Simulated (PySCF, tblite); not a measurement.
# C₆H₁₃NOSi: geometry, infrared bands and NMR shifts

Wanted: the infrared bands and NMR shifts of C₆H₁₃NOSi (`C/N=C\C(=O)CC[SiH2]C`), by calculation.

Programs: tblite 0.8.0 and PySCF 2.14.0, with density-fitted response routines of our own. Each step states its level of theory. These are calculated values for one molecule in the gas phase, unless marked as measured. Atoms are numbered from 0 throughout.

**1. Starting geometry**

22 atoms, charge 0, multiplicity 1; geometry from: force field or distance geometry start.

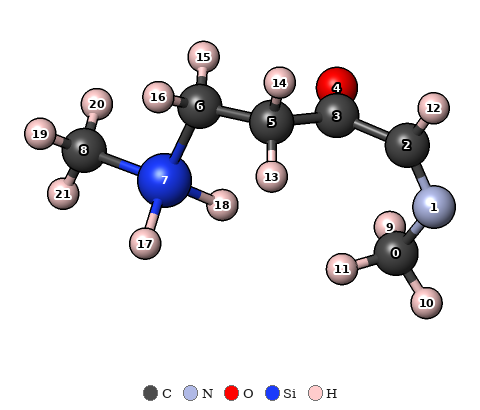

As it starts; carbon dark grey, nitrogen light blue, oxygen red, silicon blue, hydrogen pink, atoms numbered; sticks join atoms by distance.

**2. Relaxing the molecule with GFN2-xTB**

The job: settings as JSON, then the geometry in Å.

```
{"job": {"kind": "relax", "xc": "GFN2-xTB", "basis": "xTB"}, "charge": 0, "multiplicity": 1}
C      2.708100    -1.109400     0.950700
N      3.383400     0.051200     0.374000
C      2.739100     0.775500    -0.443600
C      1.290700     0.581300    -0.847500
O      1.028100    -0.229400    -1.715900
C      0.290600     1.460200    -0.126300
C     -1.159100     1.039000    -0.345600
Si    -1.718400    -0.475100     0.622400
C     -3.407500    -1.029300     0.102400
H      2.355600    -1.800900     0.179700
H      3.394100    -1.656100     1.591400
H      1.850600    -0.803100     1.577500
H      3.198800     1.654300    -0.910000
H      0.543500     1.479100     0.942100
H      0.430700     2.481900    -0.519700
H     -1.344600     0.862300    -1.396500
H     -1.809400     1.870500    -0.042400
H     -1.723100    -0.139100     2.061700
H     -0.743600    -1.574700     0.449200
H     -4.143900    -0.229500     0.259500
H     -3.434900    -1.294500    -0.953500
H     -3.739300    -1.894600     0.679100
```

Command:

```console
$ OMP_NUM_THREADS=1 python probes_run.py task.json out
```

The driver reads the jobs from task.json and runs them one after another.

Output:

```text
step      E/eV     max force
  0    -765.54834    1.396
  1    -765.60158    0.974
  2    -765.62400    0.497
  3    -765.63807    0.302
  4    -765.65567    0.358
  5    -765.66045    0.280
  6    -765.66434    0.156
  7    -765.66669    0.090
  8    -765.66797    0.102
  9    -765.67027    0.104
 10    -765.67158    0.099
 11    -765.67267    0.074
 12    -765.67350    0.066
 13    -765.67433    0.074
 14    -765.67512    0.077
 15    -765.67594    0.071
 16    -765.67673    0.058
 17    -765.67739    0.057
 18    -765.67792    0.047
 19    -765.67837    0.048
 20    -765.67880    0.046
 21    -765.67921    0.042
 22    -765.67956    0.044
 23    -765.67992    0.045
 24    -765.68034    0.046
 25    -765.68083    0.052
 26    -765.68130    0.050
 27    -765.68166    0.040
 28    -765.68194    0.038
 29    -765.68219    0.033
 30    -765.68245    0.034
 31    -765.68274    0.038
 32    -765.68307    0.049
 33    -765.68345    0.050
 34    -765.68379    0.047
 35    -765.68405    0.041
 36    -765.68427    0.043
 37    -765.68455    0.043
 38    -765.68492    0.057
 39    -765.68532    0.058
 40    -765.68568    0.043
 41    -765.68601    0.041
 42    -765.68640    0.046
 43    -765.68682    0.053
 44    -765.68720    0.046
 45    -765.68747    0.035
 46    -765.68768    0.032
 47    -765.68790    0.029
 48    -765.68813    0.035
 49    -765.68831    0.026
 50    -765.68845    0.022
 51    -765.68855    0.021
 52    -765.68864    0.019
 53    -765.68871    0.015
 54    -765.68876    0.016
 55    -765.68881    0.017
 56    -765.68888    0.018
 57    -765.68897    0.020
 58    -765.68908    0.023
 59    -765.68924    0.027
 60    -765.68946    0.034
 61    -765.68975    0.043
 62    -765.69008    0.047
 63    -765.69045    0.044
 64    -765.69090    0.047
 65    -765.69147    0.067
 66    -765.69212    0.062
 67    -765.69274    0.057
 68    -765.69333    0.052
 69    -765.69400    0.072
 70    -765.69441    0.115
 71    -765.69531    0.134
 72    -765.69655    0.076
 73    -765.69788    0.064
 74    -765.69899    0.100
 75    -765.70107    0.175
 76    -765.70031    0.322
 77    -765.70503    0.178
 78    -765.70731    0.088
 79    -765.70875    0.081
 80    -765.70999    0.086
 81    -765.71157    0.130
 82    -765.71316    0.119
 83    -765.71460    0.069
 84    -765.71585    0.064
 85    -765.71673    0.085
 86    -765.71665    0.169
 87    -765.71826    0.088
 88    -765.71908    0.082
 89    -765.72225    0.084
 90    -765.72398    0.107
 91    -765.72567    0.087
 92    -765.72723    0.065
 93    -765.72834    0.078
 94    -765.72951    0.081
 95    -765.73065    0.100
 96    -765.73186    0.076
 97    -765.73259    0.049
 98    -765.73323    0.040
 99    -765.73371    0.046
100    -765.73411    0.045
101    -765.73448    0.041
102    -765.73485    0.055
103    -765.73526    0.050
104    -765.73585    0.042
105    -765.73637    0.047
106    -765.73682    0.052
107    -765.73726    0.047
108    -765.73754    0.046
109    -765.73780    0.037
110    -765.73805    0.043
111    -765.73834    0.038
112    -765.73860    0.034
113    -765.73882    0.031
114    -765.73895    0.031
115    -765.73903    0.020
116    -765.73912    0.016
117    -765.73921    0.014
118    -765.73927    0.018
119    -765.73930    0.011
120    -765.73933    0.010
```

Run time: 1.1 s. Hardware: 1 thread of Arm Neoverse V1, shared host; peak memory 0.18 GiB.

Along the way: (not every step is listed)

| step | energy from step 0 (eV) | largest force (eV/Å) |
| --- | --- | --- |
| 0 | 0.0000 | 1.3962 |
| 1 | -0.0532 | 0.9741 |
| 2 | -0.0757 | 0.4965 |
| 3 | -0.0897 | 0.3021 |
| 4 | -0.1073 | 0.3577 |
| 5 | -0.1121 | 0.2795 |
| 6 | -0.1160 | 0.1558 |
| 7 | -0.1183 | 0.0898 |
| 8 | -0.1196 | 0.1016 |
| 18 | -0.1296 | 0.0465 |
| 28 | -0.1336 | 0.0378 |
| 38 | -0.1366 | 0.0573 |
| 48 | -0.1398 | 0.0347 |
| 58 | -0.1407 | 0.0227 |
| 68 | -0.1450 | 0.0516 |
| 78 | -0.1590 | 0.0882 |
| 88 | -0.1707 | 0.0818 |
| 98 | -0.1849 | 0.0400 |
| 108 | -0.1892 | 0.0460 |
| 115 | -0.1907 | 0.0200 |
| 116 | -0.1908 | 0.0164 |
| 117 | -0.1909 | 0.0137 |
| 118 | -0.1909 | 0.0180 |
| 119 | -0.1910 | 0.0107 |
| 120 | -0.1910 | 0.0098 |

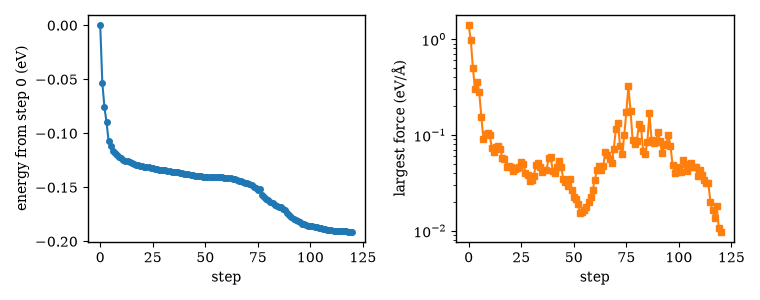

Energy and force, step by step.

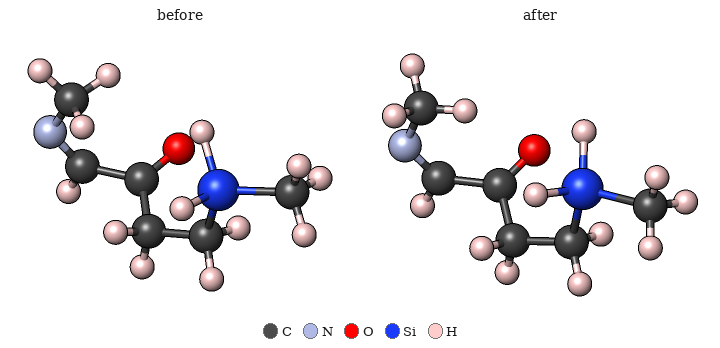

Before and after, at one scale.

Distances of close pairs at the start and the end, largest changes first:

```
   bond  before (Å)  after (Å)  change (Å)
 Si7–C8       1.852      1.897      +0.044
  C0–N1       1.461      1.430      -0.031
 C6–Si7       1.882      1.909      +0.027
Si7–H18       1.480      1.462      -0.017
 C0–H11       1.105      1.091      -0.014
  N1–C2       1.268      1.255      -0.013
 C8–H19       1.098      1.086      -0.013
  C2–C3       1.516      1.504      -0.012
```

The final coordinates are the input of the step that follows.

**3. Harmonic vibrations with GFN2-xTB**

The job: settings as JSON, then the geometry in Å.

```
{"job": {"kind": "ir", "xc": "GFN2-xTB", "basis": "xTB"}, "charge": 0, "multiplicity": 1}
C      2.819246    -1.072792     1.161707
N      3.305207     0.151033     0.602814
C      2.638363     0.819207    -0.224684
C      1.265511     0.516527    -0.760545
O      1.029148    -0.405897    -1.500861
C      0.213881     1.483971    -0.267727
C     -1.199101     1.000504    -0.567944
Si    -1.624207    -0.634493     0.320885
C     -3.495186    -0.917633     0.194368
H      1.813338    -1.361105     0.838754
H      3.528963    -1.856023     0.892692
H      2.843056    -0.970006     2.247617
H      3.083946     1.744118    -0.581220
H      0.359390     1.636356     0.805129
H      0.414622     2.444370    -0.756319
H     -1.299912     0.868179    -1.645805
H     -1.902645     1.783029    -0.278363
H     -1.241583    -0.477770     1.737200
H     -0.912980    -1.783213    -0.238853
H     -4.060260    -0.093394     0.619136
H     -3.810703    -1.037192    -0.837848
H     -3.778504    -1.818389     0.728722
```

Output:

```text
mode    cm-1     km/mol
  1     -26.5      1.10
  2      10.6      0.25
  3      27.8      0.62
  4      83.6      5.37
  5     122.0      0.57
  6     125.3      0.72
  7     146.2      0.71
  8     174.7      2.77
  9     194.7      3.81
 10     223.4      5.22
 11     312.7     11.34
 12     411.3      6.35
 13     441.7     37.60
 14     484.0      1.47
 15     552.8      8.13
 16     587.0      2.80
 17     649.5     29.32
 18     685.9     56.62
 19     710.2     88.92
 20     740.8     35.81
 21     764.5     54.35
 22     792.2    249.07
 23     821.3     33.75
 24     833.8     80.89
 25     845.0    204.44
 26     887.9     15.60
 27     923.4      9.95
 28     998.6     68.08
 29    1037.0     15.97
 30    1085.3     17.61
 31    1089.5      1.75
 32    1098.7      5.29
 33    1143.3     14.48
 34    1170.1      5.94
 35    1283.8      3.55
 36    1290.6     14.12
 37    1314.2     15.26
 38    1374.6     10.06
 39    1387.3      1.33
 40    1440.6     14.10
 41    1452.1      1.21
 42    1466.4     11.17
 43    1466.7      7.52
 44    1487.8      0.27
 45    1494.9      0.21
 46    1734.5     56.30
 47    1761.3    184.73
 48    2163.3    336.47
 49    2276.7    242.82
 50    2920.8     20.96
 51    2934.7     49.48
 52    2962.0     17.77
 53    2975.3     43.88
 54    2988.9     12.65
 55    2993.9     22.26
 56    2995.6     27.21
 57    3005.9     13.21
 58    3040.1     38.82
 59    3041.0     20.99
 60    3053.7     24.04
```

Run time: 1 s. Hardware: 1 thread of Arm Neoverse V1, shared host; peak memory 0.18 GiB.

Which atoms move in the most intense modes:

| cm⁻¹ | km/mol | atoms |
| --- | --- | --- |
| 710 | 88.9 | H17 32 %, C6 18 %, H18 11 % |
| 792 | 249.1 | H17 38 %, H18 35 %, Si7 13 % |
| 834 | 80.9 | H12 29 %, C2 17 %, H20 14 % |
| 845 | 204.4 | H21 36 %, H19 16 %, C8 14 %, Si7 12 % |
| 999 | 68.1 | C0 33 %, N1 15 %, C3 13 % |
| 1761 | 184.7 | C3 55 %, O4 34 % |
| 2163 | 336.5 | H17 96 % |
| 2277 | 242.8 | H18 96 % |

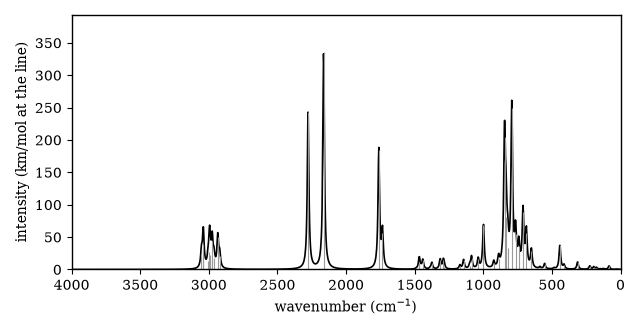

The infrared spectrum from these modes, unscaled. Lines are broadened to a width of 14 cm⁻¹ (Lorentzian).

**4. Nuclear shieldings: PBE0/pcSseg-1**

Same as in step 3 but for these lines:

```diff
@@ -1,2 +1,2 @@
-{"job": {"kind": "ir", "xc": "GFN2-xTB", "basis": "xTB"}, "charge": 0, "multiplicity": 1}
+{"job": {"kind": "nmr", "xc": "PBE0", "basis": "pcSseg-1"}, "charge": 0, "multiplicity": 1}
 C      2.819246    -1.072792     1.161707
```

With the program's defaults for keys left out, this is: GIAO PBE0/pcSseg-1 NMR shielding, non-relativistic, gas phase.

Output:

```text
coarse grid: 18352 points
cycle   1  E = -655.0695101340  dE =  1.001e+00  |g| = 8.730e-01  |ddm| = 4.122e+00
cycle   2  E = -654.6078723897  dE =  4.616e-01  |g| = 1.768e+00  |ddm| = 2.387e+00
cycle   3  E = -655.2218960325  dE = -6.140e-01  |g| = 2.033e-01  |ddm| = 1.836e+00
cycle   4  E = -655.2308360802  dE = -8.940e-03  |g| = 6.840e-02  |ddm| = 2.172e-01
cycle   5  E = -655.2318674186  dE = -1.031e-03  |g| = 1.401e-02  |ddm| = 6.822e-02
cycle   6  E = -655.2319091349  dE = -4.172e-05  |g| = 5.664e-03  |ddm| = 1.744e-02
cycle   7  E = -655.2319151009  dE = -5.966e-06  |g| = 2.220e-03  |ddm| = 5.963e-03
final grid: 171216 points
cycle   8  E = -655.2942703421  dE = -3.033e-05  |g| = 1.281e-02  |ddm| = 3.023e-02
cycle   9  E = -655.2941968004  dE =  7.354e-05  |g| = 2.341e-02  |ddm| = 2.687e-02
cycle  10  E = -655.2943030130  dE = -1.062e-04  |g| = 3.229e-03  |ddm| = 1.898e-02
cycle  11  E = -655.2943052227  dE = -2.210e-06  |g| = 2.619e-04  |ddm| = 2.567e-03
cycle  12  E = -655.2943052328  dE = -1.005e-08  |g| = 1.813e-04  |ddm| = 4.208e-04
cycle  13  E = -655.2943052395  dE = -6.720e-09  |g| = 5.780e-05  |ddm| = 1.705e-04
cycle  14  E = -655.2943052402  dE = -6.835e-10  |g| = 1.593e-05  |ddm| = 6.117e-05
converged SCF energy = -655.2943052402

GIAO shielding tensors (ppm)
atom      isotropic    diamagn.    paramagn.     s11        s22        s33       span
  0 C      141.905     251.125    -109.220    119.262    132.654    173.799     54.537
  1 N     -123.749     323.834    -447.583   -498.635   -152.471    279.859    778.495
  2 C       19.129     257.671    -238.542    -82.832     36.105    104.113    186.945
  3 C      -28.887     252.698    -281.585   -116.159    -66.460     95.960    212.119
  4 O     -379.420     405.273    -784.693  -1072.591   -438.021    372.351   1444.941
  5 C      144.115     258.115    -114.000    118.023    144.400    169.921     51.898
  6 C      179.322     253.981     -74.659    171.998    176.750    189.218     17.219
  7 Si     388.704     881.868    -493.164    352.203    383.340    430.568     78.365
  8 C      193.372     252.164     -58.792    189.779    192.134    198.204      8.425
  9 H       28.243      34.491      -6.248     24.218     28.877     31.632      7.414
 10 H       27.927      28.588      -0.661     25.340     26.181     32.260      6.919
 11 H       28.013      30.276      -2.263     25.889     26.663     31.487      5.598
 12 H       23.621      28.579      -4.958     22.154     22.942     25.768      3.614
 13 H       29.168      34.996      -5.829     26.052     28.147     33.303      7.251
 14 H       28.802      32.224      -3.422     23.857     28.005     34.545     10.688
 15 H       30.446      33.111      -2.665     26.447     28.600     36.291      9.844
 16 H       31.084      32.472      -1.388     25.616     30.164     37.473     11.856
 17 H       27.887      32.130      -4.243     24.229     27.357     32.075      7.846
 18 H       27.234      31.907      -4.672     23.084     27.510     31.110      8.026
 19 H       31.664      29.658       2.005     26.995     29.414     38.583     11.589
 20 H       31.518      29.802       1.716     26.949     29.222     38.383     11.434
 21 H       31.633      28.647       2.986     26.888     28.262     39.749     12.861
```

Run time: 66 s. Hardware: 1 thread of Arm Neoverse V1, shared host; peak memory 1.1 GiB.

The references, computed at this level on geometries of the same kind, shield at (ppm): 1H TMS 31.72, 13C TMS 186.9, 29Si TMS 349.2, 15N NH3 267.7, 17O H2O 336.1. Their shielding less the atom's gives the shift. The references are single molecules in the gas phase, so shifts against H2O, NH3, PH3, H3PO4 or CFCl3 are not on the usual liquid scales and can be off by tens of ppm. Atoms listed in one row are averaged.

```
        atoms                               environment  σ (ppm)  δ (ppm)  δ scaled to CDCl3
           C3                    ketone carbonyl carbon    -28.9    215.8              208.7
           C2                                C=N carbon     19.1    167.8              161.9
           C0                 methyl carbon bonded to N    141.9     45.0               42.0
           C5                   sp3 CH2 α to a carbonyl    144.1     42.8               39.9
           C6                      sp3 CH2 bonded to Si    179.3      7.6                5.5
           C8                methyl carbon bonded to Si    193.4     -6.4               -8.2
          H12                  hydrogen on a C=N carbon    23.62     8.10               7.74
     H17, H18       hydrogen on a silicon bonded to 2 C    27.56     4.16                  –
 H9, H10, H11   hydrogen on a methyl carbon bonded to N    28.06     3.66               3.55
     H13, H14    hydrogen on an sp3 CH2 α to a carbonyl    28.98     2.73               2.68
     H15, H16       hydrogen on an sp3 CH2 bonded to Si    30.77     0.95               1.00
H19, H20, H21  hydrogen on a methyl carbon bonded to Si    31.61     0.11               0.21
           N1                            imine nitrogen   -123.7    391.5                  –
           O4                             ketone oxygen   -379.4    715.5                  –
          Si7                silicon bonded to 2 C, 2 H    388.7    -39.5                  –
```

The scaled column applies a straight-line fit of computed shieldings to shifts measured in CDCl3 (root-mean-square error 0.16 ppm for H, 1.9 ppm for C).

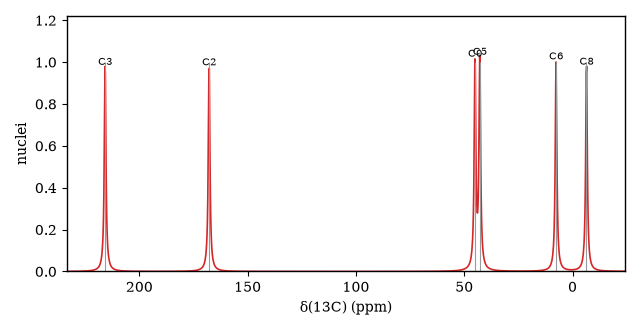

13C lines at the computed shifts, without couplings. Lines are broadened to a width of 0.89 ppm (Lorentzian).

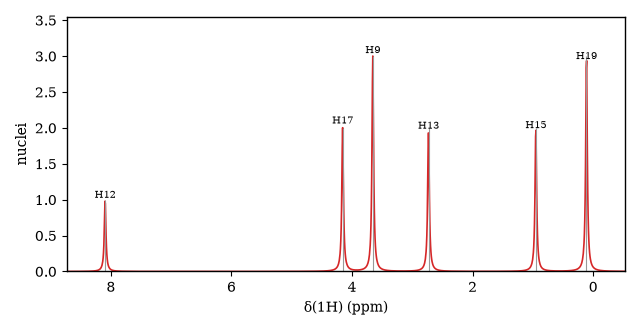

1H lines at the computed shifts, without couplings. Lines are broadened to a width of 0.03 ppm (Lorentzian).

Charges from the same density, by scheme (e):

| atoms | Mulliken | IAO | Hirshfeld | ESP fit |
| --- | --- | --- | --- | --- |
| C0 | -0.12 | -0.31 | -0.07 | 0.06 |
| N1 | -0.41 | -0.24 | -0.14 | -0.49 |
| C2 | 0.10 | -0.04 | 0.03 | 0.19 |
| C3 | 0.15 | 0.35 | 0.17 | 0.56 |
| O4 | -0.34 | -0.39 | -0.20 | -0.47 |
| C5 | -0.27 | -0.31 | -0.08 | -0.32 |
| C6 | -0.50 | -0.54 | -0.16 | -0.13 |
| Si7 | 0.63 | 0.76 | 0.34 | 0.60 |
| C8 | -0.63 | -0.71 | -0.21 | -0.79 |

IAO charges:

C0 -0.31; N1 -0.24; C2 -0.04; C3 0.35; O4 -0.39; C5 -0.31; C6 -0.54; Si7 0.76; C8 -0.71; H9 0.12; H10 0.17; H11 0.16; H12 0.15; H13 0.15; H14 0.16; H15 0.16; H16 0.15; H17 -0.14; H18 -0.12; H19 0.15; H20 0.16; H21 0.16

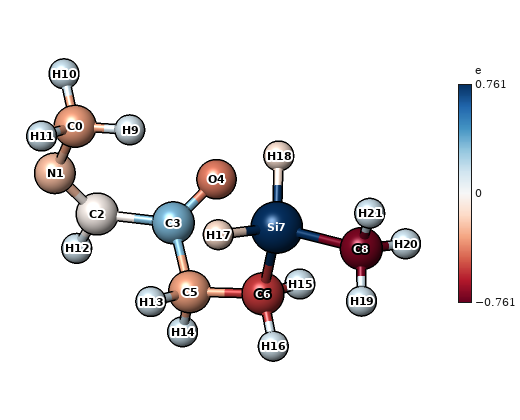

IAO charges, as colours on the atoms.

Mayer bond orders: C0–N1 0.98, N1–C2 1.99, C2–C3 0.92, C3–O4 2.01, C3–C5 0.94, C5–C6 1.06, C6–Si7 0.89, Si7–C8 0.96.

**5. Results**

| quantity | value |
| --- | --- |
| strongest single infrared mode (GFN2-xTB) | 2163 cm⁻¹, 336 km/mol |
| zero-point energy (GFN2-xTB) | 109.3 kcal/mol |
| 13C shifts against TMS (PBE0/pcSseg-1) | 215.8, 167.8, 45.0, 42.8, 7.6, -6.4 ppm |
| 1H shifts against TMS (PBE0/pcSseg-1, means over atoms taken as alike) | 8.10, 4.16, 3.66, 2.73, 0.95, 0.11 ppm |
| 15N shifts against NH3 (PBE0/pcSseg-1) | 391.5 ppm |
| 17O shifts against H2O (PBE0/pcSseg-1) | 715.5 ppm |
| 29Si shifts against TMS (PBE0/pcSseg-1) | -39.5 ppm |

What this shows: The optimisation took 120 steps and gained 0.191 eV; among the close pairs (by a distance rule), Si7–C8 changed most, from 1.852 to 1.897 Å. The lowest mode is imaginary (26i cm⁻¹), so the xTB geometry is not a minimum. The strongest single mode, at 2163 cm⁻¹, moves mainly H17. Unscaled tight-binding wavenumbers are off by several per cent, some by more. Its intensities can rank the bands wrongly. C3 (ketone carbonyl carbon) lies farthest downfield among carbon, at 215.8 ppm; low-lying n→π* states of the double bond to the heteroatom give a large paramagnetic term (-282 ppm). At PBE0/pcSseg-1: The widest tensor belongs to O4: span 1445 ppm, with a paramagnetic part of -785 ppm.
